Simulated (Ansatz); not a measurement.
**Li2CeP2 (P-3m1): phonons and vibrational spectra**

Wanted: vibrations and spectra of Li2CeP2 (P-3m1); the cell is already relaxed. After the zone centre comes a 3×3×2 q mesh on a 9×9×6 k mesh.

Program: Ansatz 0.2.0. Level of theory: DFT LDA+U, scalar-relativistic, plane waves, PAW. Results are calculated unless marked as measured.

## 1. Starting point

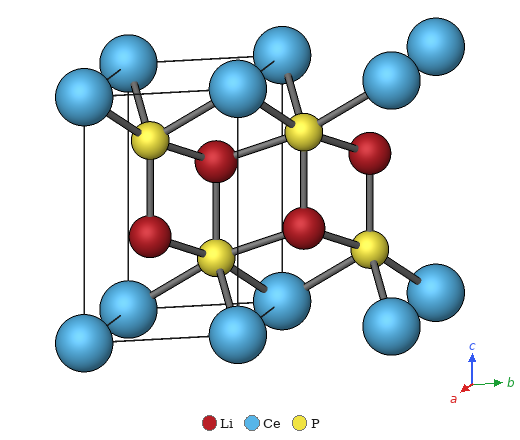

The cell as given, slightly off an axis (lithium red, cerium blue, phosphorus yellow). 1×2×1 cells are drawn. Bonds to atoms that aren't drawn are left out. Some periodic images of atoms are drawn too.

## 2. Linear response at the zone centre

The cell comes from relaxations at this level that are not shown. The zone centre comes first: it holds the modes that light can see, as far as symmetry allows. The response to a homogeneous field gives the Born charges and the dielectric tensor.

input.yaml

```yaml
crystal:
  lattice:
    - [4.0691858174, 0.0, 0.0]
    - [-2.0345929087, 3.5240182906, 0.0]
    - [0.0, 0.0, 6.4886729547]
  atoms:
    - { symbol: Li, position: [0.6666666667, 0.3333333333, 0.3762951837] }
    - { symbol: Li, position: [0.3333333333, 0.6666666667, 0.6237048163] }
    - { symbol: Ce, position: [0.0, 0.0, 0.0] }
    - { symbol: P, position: [0.6666666667, 0.3333333333, 0.7667539256] }
    - { symbol: P, position: [0.3333333333, 0.6666666667, 0.2332460744] }
kpoints:
  mp_grid: { grid: [9, 9, 6] }
hamiltonian:
  xc: lda
  hubbard: { sites: [{ species: Ce, l: f, u_eff: 5.0 }] }
scf:
  occupations: { method: fixed }
  convergence: { dr2_threshold: 1.0e-10 }
output:
  eigenvalues: true
phonons:
  method: dfpt
  dielectric: true
  rigid_motions: translations
```

The run is started by

```console
ansatz run input.yaml --threads 8 --pin off --max-ram 14336MiB --backend cpu --events-out ev --progress --plain --runs-dir out
```

Numbers of over 12 decimals in the logs are rounded to 6 here.

The log of the run:

```text
Li: projections on atomic orbitals take those of the free atom 1s2 2s1, of charge +0.00 (hamiltonian.pseudopotentials.projection_atoms); the dataset's partial waves leave at most 8.9e-11 of an orbital's norm unspanned inside its sphere
Ce: projections on atomic orbitals take those of the free atom [Kr 4d10] 4f1 5s2 5p6 5d1 6s2, of charge +0.00 (hamiltonian.pseudopotentials.projection_atoms); the dataset's partial waves leave at most 1.4e-5 of an orbital's norm unspanned inside its sphere
P: projections on atomic orbitals take those of the free atom [Ne] 3s2 3p3, of charge +0.00 (hamiltonian.pseudopotentials.projection_atoms); the dataset's partial waves leave at most 1.0e-7 of an orbital's norm unspanned inside its sphere
Engine: ansatz 0.2.0, x86_64-unknown-linux-gnu
Pseudopotentials: kind: paw
Pseudopotential: Li, paw, valence charge 3, recommended cutoff 420 eV (normal), Li.paw.azcp
Pseudopotential: Ce, paw, valence charge 12, recommended cutoff 420 eV (normal), Ce.paw.azcp
Pseudopotential: P, paw, valence charge 5, recommended cutoff 420 eV (normal), P.paw.azcp
Functional definition: SPW92
  exchange = slater_x
  correlation = pw_c
Crystal: 5 atoms, lattice volume = 93.047 Å³
Basis set: ecut = 420 eV, 1797 PW (Γ), exchange–correlation on 60×60×90 points (8 copies of the dense FFT grid, shifted against one another)
Bands: 19, of which v1, the nominal top of the filled ones, is band 14 counted from 1 (13 counted from 0)
Symmetry: 12 space group operations
k-points: 140 of 486 (irreducible under 2 space group operations, time reversal used)
Non-local potential: Li, projectors of the file, l = 0: 3, l = 1: 2, l = 2: 1
Non-local potential: Ce, projectors of the file, l = 0: 3, l = 1: 2, l = 2: 2, l = 3: 3
Non-local potential: P, projectors of the file, l = 0: 2, l = 1: 2, l = 2: 2
PAW form: soft (Blöchl's): semilocal exchange-correlation on the pseudo side does not see the compensation charge
PAW frozen core: Ce, regenerated for the run's functional, and the local potential with it (the file was generated under x = pbe(κ = 0.804, μ = 0.219515), c = pbe(β = 0.066725))
PAW frozen core: P, regenerated for the run's functional, and the local potential with it (the file was generated under x = pbe(κ = 0.804, μ = 0.219515), c = pbe(β = 0.066725))
PAW one-centre angular grid: Li, 110 points (default); XC on 64 Gauss nodes
PAW one-centre angular grid: Ce, 590 points (default); XC on 64 Gauss nodes
PAW one-centre angular grid: P, 110 points (default); XC on 64 Gauss nodes
Initial density: superposition of atomic densities (chi_scale 0.1, normalization cell, long waves of neutral atoms under a Hubbard term (reshape's long-wave potential 0.01 eV rms, cloud 3.11 Å wide))
Initial wavefunctions: pseudopotential atomic-orbital guess
Functional: x = slater, c = lda
SCF iter   1: F=—  HF=-8261.238964 eV  |F-HF|=—  |Δ(HF+E_count)|=         —  Δρ=1.40e-1  dr2=1.45e1  ethr=3.10e-3  ⟨swp⟩=5.9  Hψ=12424  notcnv=0  defer=372
preconditioner: auto → Resta (q_TF=auto, 2.233 Å⁻¹)  ε∞=3.7  [insulator: Δε(μ)=1.194 eV  Ē_g=11.068 eV  n_scr=22 (ndim 8)  ℏωp=18.1 eV  f_vac=0.001  ε∞_Penn≈3.7]
SCF iter   2: F=—  HF=-8256.063406 eV  |F-HF|=—  |Δ(HF+E_count)|=    5.18e0  Δρ=4.54e-2  dr2=1.41e0  ethr=3.10e-3  ⟨swp⟩=9.6  Hψ=13335  notcnv=0  defer=446
SCF iter   3: F=—  HF=-8255.844241 eV  |F-HF|=—  |Δ(HF+E_count)|=   2.19e-1  Δρ=3.21e-2  dr2=4.17e-1  ethr=3.10e-3  ⟨swp⟩=6.9  Hψ=8653  notcnv=0  defer=418
SCF iter   4: F=—  HF=-8255.882605 eV  |F-HF|=—  |Δ(HF+E_count)|=   3.84e-2  Δρ=3.07e-2  dr2=1.44e0  ethr=1.49e-3  ⟨swp⟩=6.5  Hψ=9032  notcnv=0  defer=356  recentre
SCF iter   5: F=—  HF=-8256.204362 eV  |F-HF|=—  |Δ(HF+E_count)|=   3.22e-1  Δρ=4.53e-2  dr2=2.18e0  ethr=1.49e-3  ⟨swp⟩=7.8  Hψ=10747  notcnv=0  defer=393
SCF iter   6: F=—  HF=-8255.882221 eV  |F-HF|=—  |Δ(HF+E_count)|=   3.22e-1  Δρ=2.36e-2  dr2=6.78e-1  ethr=1.49e-3  ⟨swp⟩=5.5  Hψ=6766  notcnv=0  defer=361
SCF iter   7: F=—  HF=-8255.837742 eV  |F-HF|=—  |Δ(HF+E_count)|=   4.45e-2  Δρ=1.97e-2  dr2=4.94e-1  ethr=1.49e-3  ⟨swp⟩=6.8  Hψ=9614  notcnv=0  defer=379
SCF iter   8: F=—  HF=-8255.804472 eV  |F-HF|=—  |Δ(HF+E_count)|=   3.33e-2  Δρ=7.95e-3  dr2=8.29e-2  ethr=1.49e-3  ⟨swp⟩=4.3  Hψ=4690  notcnv=0  defer=265
SCF iter   9: F=—  HF=-8255.798734 eV  |F-HF|=—  |Δ(HF+E_count)|=   5.74e-3  Δρ=1.57e-3  dr2=2.71e-3  ethr=2.96e-4  ⟨swp⟩=5.3  Hψ=4581  notcnv=0  defer=391
SCF iter  10: F=—  HF=-8255.798560 eV  |F-HF|=—  |Δ(HF+E_count)|=   1.74e-4  Δρ=1.29e-4  dr2=3.03e-5  ethr=9.69e-6  ⟨swp⟩=5.9  Hψ=4855  notcnv=0  defer=456
SCF iter  11: F=—  HF=-8255.798564 eV  |F-HF|=—  |Δ(HF+E_count)|=   4.27e-6  Δρ=6.96e-5  dr2=5.06e-6  ethr=1.08e-7  ⟨swp⟩=4.3  Hψ=5656  notcnv=0  defer=418
SCF iter  12: F=—  HF=-8255.798567 eV  |F-HF|=—  |Δ(HF+E_count)|=   2.83e-6  Δρ=1.11e-4  dr2=1.47e-5  ethr=1.81e-8  ⟨swp⟩=2.8  Hψ=3668  notcnv=0  defer=404  recentre
SCF iter  13: F=—  HF=-8255.798566 eV  |F-HF|=—  |Δ(HF+E_count)|=   1.24e-6  Δρ=3.51e-5  dr2=1.51e-6  ethr=1.81e-8  ⟨swp⟩=2.2  Hψ=2869  notcnv=0  defer=400
SCF iter  14: F=—  HF=-8255.798566 eV  |F-HF|=—  |Δ(HF+E_count)|=   5.34e-7  Δρ=1.55e-6  dr2=6.69e-9  ethr=5.40e-9  ⟨swp⟩=2.2  Hψ=2968  notcnv=0  defer=398
SCF iter  15: F=—  HF=-8255.798566 eV  |F-HF|=—  |Δ(HF+E_count)|=   4.87e-9  Δρ=1.07e-6  dr2=1.48e-9  ethr=2.39e-11  ⟨swp⟩=3.7  Hψ=4959  notcnv=0  defer=393
SCF iter  16: F=-8255.798566 eV  HF=-8255.798566 eV  |F-HF|=8.00e-11  |Δ(HF+E_count)|=  9.82e-11  Δρ=1.87e-7  dr2=8.50e-11  ethr=1.00e-12  ⟨swp⟩=20.7  Hψ=29696  notcnv=0
SCF 1 converged in 16 iterations: F = -8255.798566 eV  dr2 = 8.50e-11
  greatest PAW one-centre occupation: 1.000 electrons in one spin orbital (limit 2), on the Li atom at site 1 (counted from 0), in its partial waves of l = 0
NSCF: frozen V_eff on 4 k-points
NSCF: frozen V_eff on 62 k-points
[...]
DFPT response loops at q = (0, 0, 0) (fractional): preconditioner auto → Resta (q_TF=auto, 2.233 Å⁻¹)  ε∞=9.6 (no band partly filled); β = 1.00, the filter's whole step (`scf.mixing.beta` (0.50) is not read by the response loops at its default; to damp them type it under 1.00, their step now; it binds the ground state too); Anderson in place of MSR1; while a model of the screening serves, it and β = 1 on shorter waves in the place of filter and β
DFPT response loops at Γ: preconditioner auto → Resta (q_TF=auto, 2.233 Å⁻¹)  ε∞=9.6 (no band partly filled); β = 1.00, the filter's whole step (`scf.mixing.beta` (0.50) is not read by the response loops at its default; to damp them type it under 1.00, their step now; it binds the ground state too); Broyden in place of MSR1
── the response to a field inside a basis, on 10×10×6 k-points: an SCF that follows is theirs, and a resumed run solves both again ──
Bands: 15, of which v1, the nominal top of the filled ones, is band 14 counted from 1 (13 counted from 0)
k-points: 165 of 600 (irreducible under 4 space group operations)
Initial density: handed on by an earlier stage of this run
Initial wavefunctions: pseudopotential atomic-orbital guess (no wavefunctions were taken with the density)
Eigensolver: Dense (165 Hₖ)
SCF iter   1: F=—  HF=-8255.794413 eV  |F-HF|=—  |Δ(HF+E_count)|=         —  Δρ=9.65e-5  dr2=2.02e-6  ethr=1.00e-1
preconditioner: auto → Resta (q_TF=auto, 2.233 Å⁻¹)  ε∞=6.0  [insulator: Δε(μ)=0.686 eV  Ē_g=8.115 eV  n_scr=22 (ndim 8)  ℏωp=18.1 eV  f_vac=0.002  ε∞_Penn≈6.0]
SCF iter   2: F=—  HF=-8255.794414 eV  |F-HF|=—  |Δ(HF+E_count)|=   8.45e-7  Δρ=4.92e-5  dr2=3.99e-7  ethr=7.21e-9
SCF iter   3: F=—  HF=-8255.794415 eV  |F-HF|=—  |Δ(HF+E_count)|=   5.42e-7  Δρ=4.70e-5  dr2=2.91e-6  ethr=1.42e-9  recentre
SCF iter   4: F=—  HF=-8255.794415 eV  |F-HF|=—  |Δ(HF+E_count)|=   2.08e-7  Δρ=5.62e-6  dr2=4.90e-8  ethr=1.42e-9
SCF iter   5: F=—  HF=-8255.794415 eV  |F-HF|=—  |Δ(HF+E_count)|=   4.02e-9  Δρ=2.05e-6  dr2=4.61e-9  ethr=1.75e-10
SCF iter   6: F=-8255.794415 eV  HF=-8255.794415 eV  |F-HF|=9.09e-12  |Δ(HF+E_count)|=  9.04e-10  Δρ=2.82e-7  dr2=6.47e-11  ethr=1.65e-11
SCF 1 converged in 6 iterations: F = -8255.794415 eV  dr2 = 6.47e-11
DFPT response loops at Γ: preconditioner auto → Resta (q_TF=auto, 2.233 Å⁻¹)  ε∞=9.4 (no band partly filled); β = 1.00, the filter's whole step (`scf.mixing.beta` (0.50) is not read by the response loops at its default; to damp them type it under 1.00, their step now; it binds the ground state too); Broyden in place of MSR1
WARN: field response: ε∞ stands inside a basis, on 10×10×6 points; the force constants stand on the 9×9×6 k-mesh, whose period is 13.20 times the interband length at k = (0.0000, 0.4444, -0.5000), direct gap 1.019 eV, under 14: take them and everything formed from them as unconverged, and compare with a denser kpoints.mp_grid
SCF converged after 16 iterations
Free energy (F): -8255.798566 eV
Harris-Foulkes:  -8255.798566 eV  (|F-HF|=8.00e-11)
Internal energy: -8255.798566 eV  (E = F + TS)
E sigma→0 (E₀):  -8255.798566 eV
Fermi energy:    7.120569 eV
--- Per-component energies (eV) ---
  E_band       = -205.798222
  E_kinetic    = 574.978469
  E_local      = -917.185002  (includes V_loc(G=0)·N_el)
  E_nonlocal   = -57.956713
  E_hartree    = 300.699289
  E_xc         = -374.589114
  E_vxc        = -408.592182  (∫ρ·V_xc dr)
  E_hubbard    = 1.677633  (on-site DFT+U / exact-exchange correction)
  E_vhub       = 1.476542  (the Hubbard potential's part of the band-sum identity)
  E_paw        = -6410.052928  (= ΣΔE_a)
  E_vpaw       = 0.082217  (= ΣTr[D̂ρ^β])
  E_aug_tail   = 0.000045  (compensation charges beyond the density's cutoff)
  E_ewald      = -1374.040298
  E_core_change = 0.670053  (= ΣΔE_core)
  E_smearing   = -0.000000  (= −TS)
  E_closure    = 0.000000  (closes the sum)
  Σ components = -8255.798566   (vs F -8255.798566, Δ=0.00e0)
--- Band table (eV; the first three rows and the last of 140) ---
  k-point 0: bands = [... 10 lower, 5.2767, 6.7529, 7.1206, 7.1206, 8.4336, 8.4473, 8.4473, 8.6162, ... 1 higher]
  k-point 1: bands = [... 10 lower, 5.2995, 6.5532, 7.0701, 7.0701, 8.4320, 8.4486, 8.4486, 8.6162, ... 1 higher]
  k-point 2: bands = [... 10 lower, 5.3484, 5.9825, 6.9659, 6.9659, 8.2749, 8.4407, 8.4514, 8.4514, ... 1 higher]
  k-point 139: bands = [... 10 lower, 5.5082, 5.7322, 6.1526, 6.4528, 7.8910, 8.1227, 8.2381, 8.4049, ... 1 higher]
Occupation matrices written to <dir>
--- Phonons (Γ-DFPT): 6 representative perturbations + reference (Σ response iterations 61) ---
  k mesh reduced under 2 symmetry operations, with k and −k counted as one. Each operation leaves every solved perturbation unchanged. A smaller set is not considered because the run has a Hubbard term
  ASR residual: 1.774e-4 → 0.000e0 eV/Å²; symmetrization residual: 6.131e-8 eV/Å²
  ASR residual per site (eV/Å²): 3.07e-6 3.07e-6 1.77e-4 8.22e-5 8.22e-5
  Γ frequencies (cm⁻¹): 0.00 0.00 0.00 192.16 192.16 197.29 197.29 248.11 277.17 340.51 340.51 365.26 369.55 369.55 379.00
  ε∞ (high-frequency dielectric tensor):
       15.996513     0.000000    -0.000000
        0.000000    15.996513    -0.000000
       -0.000000    -0.000000    10.110923
  ε⁰ (static dielectric tensor: ions relaxed, cell fixed):
       27.342366     0.000000     0.000000
        0.000000    27.342366    -0.000000
        0.000000    -0.000000    14.532453
  ε⁰ − ε∞ (ionic part):
       11.345853     0.000000     0.000000
        0.000000    11.345853    -0.000000
        0.000000    -0.000000     4.421530
  softest optical mode at Γ: 192.16 cm⁻¹; the repairs (sum rule, projections) moved no ω² at Γ by more than (0.87 cm⁻¹)²
  Born effective charges Z* (e; rows j = field, columns β = displacement):
    site 0:
         0.67627    0.00000    0.00000
        -0.00000    0.67627   -0.00000
        -0.00000   -0.00000    1.37639
    site 1:
         0.67627    0.00000    0.00000
        -0.00000    0.67627   -0.00000
         0.00000   -0.00000    1.37639
    site 2:
         5.89148   -0.00000    0.00000
        -0.00000    5.89148    0.00000
         0.00000    0.00000    1.83572
    site 3:
        -3.62201    0.00000    0.00000
        -0.00000   -3.62201   -0.00000
        -0.00000   -0.00000   -2.29425
    site 4:
        -3.62201    0.00000    0.00000
         0.00000   -3.62201   -0.00000
         0.00000   -0.00000   -2.29425
  Z* charge neutrality: 3.420e-3 e pre-enforcement
  solved inside a basis spanned on kpoints, on 10×10×6 k-points, its susceptibility summed on 14×14×8: ε∞ is read to err by 5.7e-2, Z* by 2.7e-2 e (field_mesh: kpoints solves on kpoints); Z* is corrected for what the basis lacks
  optical modes at Γ without the LO–TO term, one row a degenerate level:
      ω (cm⁻¹)  modes    IR ((D/Å)²/amu)
        192.16      2            27.1867
        197.29      2             0.0000
        248.11      1             4.0627
        277.17      1             0.0000
        340.51      2            29.4115
        365.26      1            16.9288
        369.55      2             0.0000
        379.00      1             0.0000
  optical modes at Γ + LO–TO along q̂ = [1.0000, 0.0000, 0.0000]:
      ω (cm⁻¹)  modes    IR ((D/Å)²/amu)
        192.16      1            13.5934
        197.29      2             0.0000
        227.15      1             7.3032
        248.11      1             4.0627
        277.17      1             0.0000
        340.51      1            14.7057
        365.26      1            16.9288
        369.55      2             0.0000
        376.60      1            20.9959
        379.00      1             0.0000
  optical modes at Γ + LO–TO along q̂ = [0.0000, 1.0000, 0.0000]:
      ω (cm⁻¹)  modes    IR ((D/Å)²/amu)
        192.16      1            13.5934
        197.29      2             0.0000
        227.15      1             7.3032
        248.11      1             4.0627
        277.17      1             0.0000
        340.51      1            14.7057
        365.26      1            16.9288
        369.55      2             0.0000
        376.60      1            20.9959
        379.00      1             0.0000
  optical modes at Γ + LO–TO along q̂ = [0.0000, 0.0000, 1.0000]:
      ω (cm⁻¹)  modes    IR ((D/Å)²/amu)
        192.16      2            27.1867
        197.29      2             0.0000
        259.58      1             1.5739
        277.17      1             0.0000
        340.51      2            29.4115
        369.55      2             0.0000
        379.00      1             0.0000
        418.54      1            19.4177
```

Wall time 57 s (8 threads of Intel Xeon Platinum 8488C (Sapphire Rapids), shared host); peak memory 3 GiB.

This step gave:

* gap on the k-mesh: 0.6539 eV
* volume per atom: 18.61 Å³
* sum-rule residual before enforcement: 1.77e-4 eV/Å²
* miss of the charge sum rule: 0.003420 e
* estimated error of the dielectric tensor: 0.05705
* estimated error of the Born charges: 0.02734 e
* point group: -3m
* highest optical mode at the zone centre (no LO-TO term): 379 cm⁻¹
* lowest optical zone-centre mode: 192.2 cm⁻¹
* mean high-frequency dielectric constant: 14.03
* largest Born charge (third of the trace): 4.540 e
* mean static dielectric constant: 23.07
* top of the zone-centre spectrum with the field: 418.5 cm⁻¹

Without the LO-TO term. Patterns of degenerate modes are one choice out of their space. The modes at Γ (shares of kinetic energy by element, %):

```tsv
mode	frequency (cm⁻¹)	symmetry	Li %	Ce %	P %
1	0.0	acoustic	6	65	29
2	0.0	acoustic	6	65	29
3	0.0	acoustic	6	65	29
4	192.2	Eu	18	35	47
5	192.2	Eu	18	35	47
6	197.3	Eg	13	0	87
7	197.3	Eg	13	0	87
8	248.1	A2u	3	34	63
9	277.2	A1g	0	0	100
10	340.5	Eu	75	0	25
11	340.5	Eu	75	0	25
12	365.3	A2u	90	1	9
13	369.6	Eg	87	0	13
14	369.6	Eg	87	0	13
15	379.0	A1g	100	0	0
```

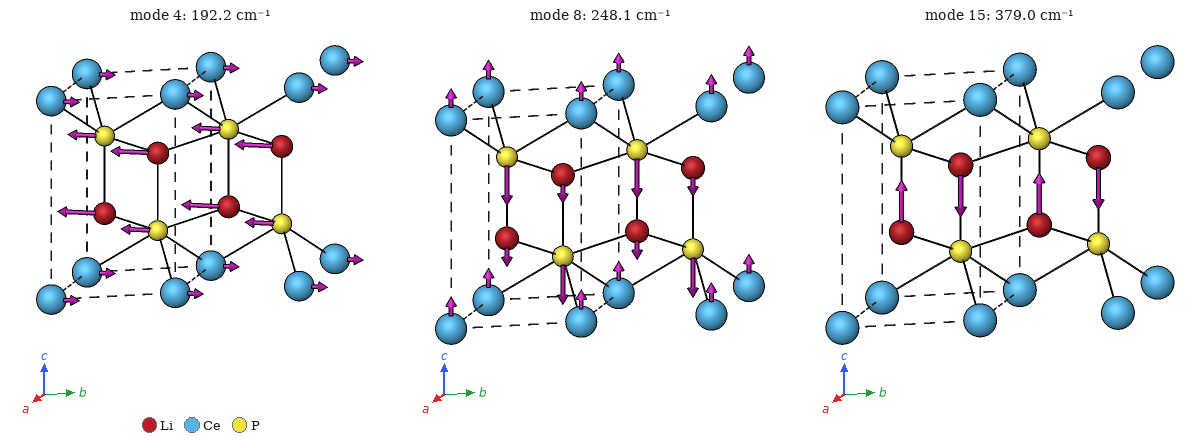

Displacement patterns of modes 4, 8 and 15 at Γ; arrows are exaggerated. Bonds to atoms that aren't drawn are left out. 1×2×1 cells are drawn. Some periodic images of atoms are drawn too.

Optical modes at the zone centre, without and with the macroscopic field of the longitudinal modes; each column is sorted by frequency, so a row need not hold one and the same mode. Modes with and without the field, by row:

```tsv
rank among optical modes	no field (cm⁻¹)	q along (1, 0, 0) (cm⁻¹)	q along (0, 0, 1) (cm⁻¹)
1	192.2	192.2	192.2
2	192.2	197.3	192.2
3	197.3	197.3	197.3
4	197.3	227.2	197.3
5	248.1	248.1	259.6
6	277.2	277.2	277.2
7	340.5	340.5	340.5
8	340.5	365.3	340.5
9	365.3	369.6	369.6
10	369.6	369.6	369.6
11	369.6	376.6	379
12	379	379	418.5
```

Born charge (rows field, columns displacement) (e), principal values of the symmetric part by kind of site:

```tsv
atom	atoms with these values	low	middle	high	mean
Li1	2	0.68	0.68	1.38	0.91
Ce3	1	1.84	5.89	5.89	4.54
P4	2	-3.62	-3.62	-2.29	-3.18
```

In full for P4:

```
-3.62  0.00  0.00
 0.00 -3.62  0.00
 0.00  0.00 -2.29
```

High-frequency dielectric tensor:

```
16.00  0.00  0.00
 0.00 16.00  0.00
 0.00  0.00 10.11
```

Static dielectric tensor (ions relaxed, fixed cell):

```
27.34  0.00  0.00
 0.00 27.34  0.00
 0.00  0.00 14.53
```

Transverse modes. Infrared lines, with heights relative to the strongest:

```tsv
position (cm⁻¹)	label	relative intensity
192	Eu	92
197	Eg	0.0
248	A2u	14
277	A1g	0.0
340	Eu	100
365	A2u	58
370	Eg	0.0
379	A1g	0.0
```

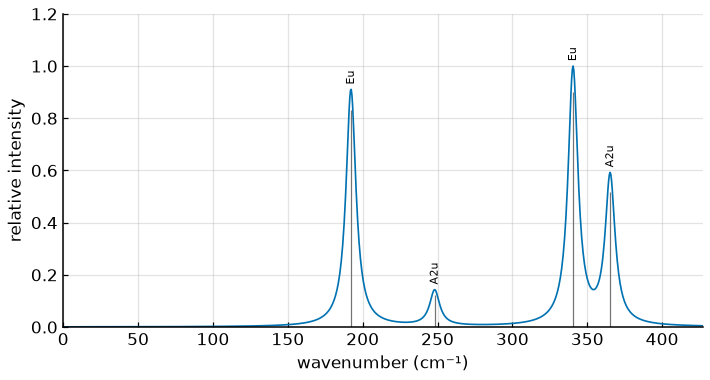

The infrared spectrum, broadened with Lorentzians of width 8 cm⁻¹; bars mark the lines.

Before it was imposed, the acoustic sum rule was missed by 1.8e-4 eV/Å² and the charge sum rule by 0.0034 e. Small misses are needed for a sound result but don't prove that mesh and cutoff are converged. The lowest optical mode is real, 192 cm⁻¹.

The log warns of the k mesh: “the force constants stand on the 9×9×6 k-mesh, whose period is 13.20 times the interband length at k = (0.0000, 0.4444, -0.5000), direct gap 1.019 eV, under 14: take them and everything formed from them as unconverged”.

[end of part 1 of 2]

[Logs are printed without paths, hosts, clocks, repeated set-up lines and the standing remarks that a program may print on its own settings, such as how far it seeks lower states.]

[Hosts, paths, dates, database ids (printed as entryN), source tags and the programs' standing remarks are cut or masked in the printed files.]
